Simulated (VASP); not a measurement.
Band structure of BaO (space group Fm-3m). Method: PBE GGA, VASP's PBE PAW potentials (set 64) (plane waves; VASP 6.6.1).

Unless said otherwise, spin-orbit coupling is left out, though it shifts the bands of the heavy elements here.

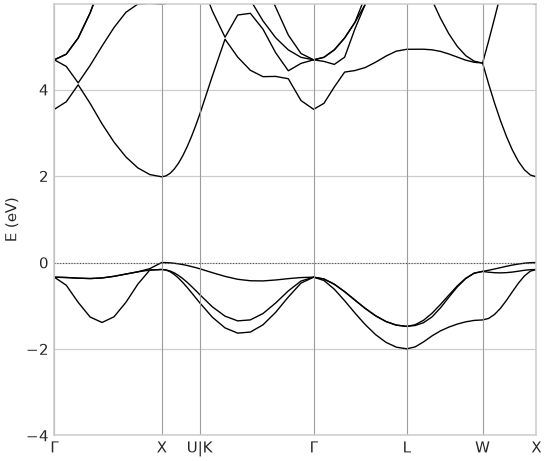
Bands along high-symmetry lines, zero at the valence-band maximum or, without a gap, the Fermi level

Task: Read the plot: is there a gap, and where are the band edges?

Result: The gap is direct, 1.98 eV, from the valence maximum at X to the conduction minimum at X.

The structure is a typed BaO crystal (Fm-3m). The cell was not relaxed at this level.
